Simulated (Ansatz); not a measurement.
**One shape, several levels: SF (Monosulfur monofluoride)**

We compute a comparison of 6 runs (UHF/STO-3G, U-r2SCAN0/STO-3G, U-revPBE/STO-3G, UB3LYP/STO-3G, UPBE0/STO-3G, USVWN5/STO-3G) of SF (Monosulfur monofluoride). 

Program for the calculation: Ansatz 0.2.0.

34 further runs of the same task are left out: 6 that didn't finish, 28 set aside as unsound or not needed.

**1. The molecule**

SF: 2 atoms, total charge 0, spin state doublet. SMILES: `F[S]`. The S2–F1 distance was set to 2.391 Å, away from the relaxed value.

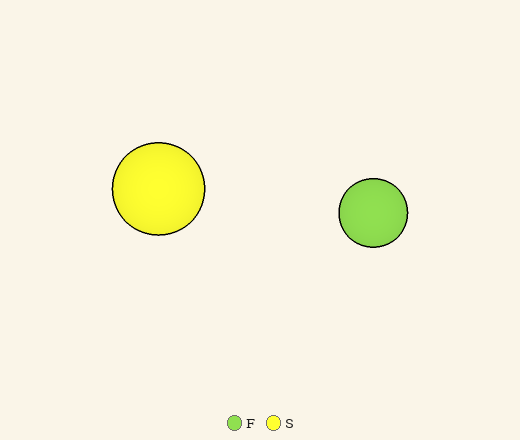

The structure, seen from a chosen angle (fluorine green, sulfur yellow).

**2. A single-point energy at UHF/STO-3G (run 1)**

Contents of molecule.yaml:

```yaml
crystal:
  periodic: [false, false, false]
  atoms:
    - symbol: F
      position_ang: [-0.000000, -0.000000, -0.780990]
    - symbol: S
      position_ang: [0.000000, 0.000000, 1.610410]
basis:
  gaussian: {orbitals: STO-3G}
total_charge: 0
hamiltonian: {xc: hf}
accuracy: high
magnetization: {spin_polarized: true, initial_magnetization: 1}
```

The run is started by

```bash
$ ansatz run molecule.yaml --threads 1 --pin off --max-ram 3480MiB --events-out events.jsonl --progress --plain --runs-dir runs
```

Output:

```text
Warning: RAYON_NUM_THREADS=1 ignored (pool sized by the plan → 1); use --threads N
Functional definition: HF
  name "HF"
  exchange = exact_x
  correlation = 0
211 factors; integrals over basis functions are off by at most 2.5e-8 eV
mean field evaluation 1: about -13354.6833 eV, gradient 1.2e1 eV
mean field evaluation 2: about -13354.6991 eV, gradient 1.2e1 eV
mean field evaluation 4: about -13359.2675 eV, gradient 4.0e0 eV
mean field evaluation 8: about -13359.6936 eV, gradient 9.8e-1 eV
mean field evaluation 16: about -13363.1832 eV, gradient 4.6e-2 eV
mean field evaluation 32: about -13364.0248 eV, gradient 7.6e-8 eV
mean field evaluation 64: about -13363.8448 eV, gradient 4.3e-1 eV
mean field evaluation 96: about -13363.2970 eV, gradient 7.6e-1 eV
mean field evaluation 128: about -13363.7278 eV, gradient 8.8e-5 eV
mean field evaluation 160: about -13359.6959 eV, gradient 7.0e-1 eV
mean field evaluation 192: about -13362.9323 eV, gradient 5.4e-3 eV
mean field -13364.02484461 eV, -491.1188545781 hartree, gradient 7.6e-8 eV, S^2 1.688008; 12 other end points of the search recorded, 0 dependent functions left out
reference -13364.02484461 eV, -491.1188545781 hartree; 13, 12 occupied and 1, 2 virtual orbitals, 211 factors
Total energy: -13364.02484461 eV, -491.1188545781 hartree
```

Wall time 0.28 s (1 thread of Arm Neoverse V1, shared host).

**3. A single-point energy at U-r2SCAN0/STO-3G (run 2)**

Contents of molecule.yaml:

```yaml
crystal:
  periodic: [false, false, false]
  atoms:
    - symbol: F
      position_ang: [-0.000000, -0.000000, -0.780990]
    - symbol: S
      position_ang: [0.000000, 0.000000, 1.610410]
basis:
  gaussian:
    orbitals: STO-3G
magnetization:
  spin_polarized: true
  initial_magnetization: 1
hamiltonian:
  xc: {name: r2SCAN0}
accuracy: high
```

The run is started by

```bash
$ ansatz run molecule.yaml --threads 1 --pin off --max-ram 3480MiB --events-out events.jsonl --progress --plain --runs-dir runs
```

Output:

```text
Warning: RAYON_NUM_THREADS=1 ignored (pool sized by the plan → 1); use --threads N
Functional definition: r2SCAN0
  name "r2SCAN0"
  parameter a = 0.25
  parameter k0 = 0.174
  parameter k1 = 0.065
  parameter a1 = 4.9479
  exchange = (1 - a)*r2scan_x(k0 = k0, k1 = k1, a1 = a1) + a*exact_x
  correlation = r2scan_c
211 factors; integrals over basis functions are off by at most 2.5e-8 eV
mean field evaluation 1: about -13380.8526 eV, gradient 1.6e1 eV
mean field evaluation 2: about -13334.2300 eV, gradient 3.0e1 eV
mean field evaluation 4: about -13375.5611 eV, gradient 1.5e1 eV
mean field evaluation 8: about -13386.1131 eV, gradient 5.2e-2 eV
mean field evaluation 16: about -13385.2684 eV, gradient 8.7e0 eV
mean field evaluation 32: about -13386.6531 eV, gradient 1.5e-7 eV
mean field -13386.65307406 eV, -491.9504266723 hartree, gradient 3.2e-9 eV, S^2 1.541772; 6 other end points of the search recorded, 0 dependent functions left out
reference -13386.65307426 eV, -491.9504266798 hartree; 13, 12 occupied and 1, 2 virtual orbitals, 211 factors
Total energy: -13386.65307426 eV, -491.9504266798 hartree
```

Run time: 6.6 s. Hardware: 1 thread of Arm Neoverse V1, shared host; peak memory 0.16 GiB.

Runs 3 to 5 aren't shown in full; the table further down has their settings and results.

**4. A single-point energy at USVWN5/STO-3G (run 6)**

Contents of in.yaml:

```yaml
crystal:
  periodic: [false, false, false]
  atoms:
    - {symbol: F, position_ang: [-0.000000, -0.000000, -0.780990]}
    - {symbol: S, position_ang: [0.000000, 0.000000, 1.610410]}
basis:
  gaussian: {orbitals: STO-3G}
magnetization: {spin_polarized: true, initial_magnetization: 1}
hamiltonian: {xc: {name: SVWN5}}
accuracy: high
```

The run is started by

```bash
$ ansatz run in.yaml --threads 1 --pin off --max-ram 3480MiB --events-out events.jsonl --progress --plain --runs-dir runs
```

Output, cut to the lines that bear on the results:

```text
Warning: RAYON_NUM_THREADS=1 ignored (pool sized by the plan → 1); use --threads N
Functional definition: SVWN5
  name "SVWN5"
[...]
211 factors; integrals over basis functions are off by at most 2.5e-8 eV
[...]
mean field -13330.69799593 eV, -489.8941154789 hartree, gradient 2.5e-8 eV, S^2 1.309714; 18 other end points of the search recorded, 0 dependent functions left out
reference -13330.69799680 eV, -489.8941155108 hartree; 13, 12 occupied and 1, 2 virtual orbitals, 211 factors
Total energy: -13330.69799680 eV, -489.8941155108 hartree
```

Wall time 3.3 s (1 thread of Arm Neoverse V1, shared host).

**5. Overview of the runs**

| run | level | energy (Eh) | ⟨S²⟩ | wall time |
| --- | --- | --- | --- | --- |
| 1 | UHF/STO-3G | -491.118855 | 1.688 | 0.28 s |
| 2 | U-r2SCAN0/STO-3G | -491.950427 | 1.542 | 6.6 s |
| 3 | U-revPBE/STO-3G | -491.878041 | 1.373 | 5.7 s |
| 4 | UB3LYP/STO-3G | -491.966595 | 1.402 | 2 s |
| 5 | UPBE0/STO-3G | -491.768949 | 1.475 | 2.4 s |
| 6 | USVWN5/STO-3G | -489.894116 | 1.310 | 3.3 s |

**6. Results**

```
           quantity          value
run 6: total energy  -489.89412 Eh
        run 6: ⟨S²⟩          1.310
```

**Reading.** Totals of different functionals can't be ranked against each other. In runs 1, 2, 3, 4, 5, 6 the basis is minimal, so the values are rough. Spin contamination of the reference: run 1 ⟨S²⟩ = 1.69, run 2 ⟨S²⟩ = 1.54, run 5 ⟨S²⟩ = 1.47, run 4 ⟨S²⟩ = 1.40, run 3 ⟨S²⟩ = 1.37, run 6 ⟨S²⟩ = 1.31. Where it is this large, the reference is a mixture of spin states, and values that rest on it are in doubt. All runs together took 20 s, the longest 6.6 s.
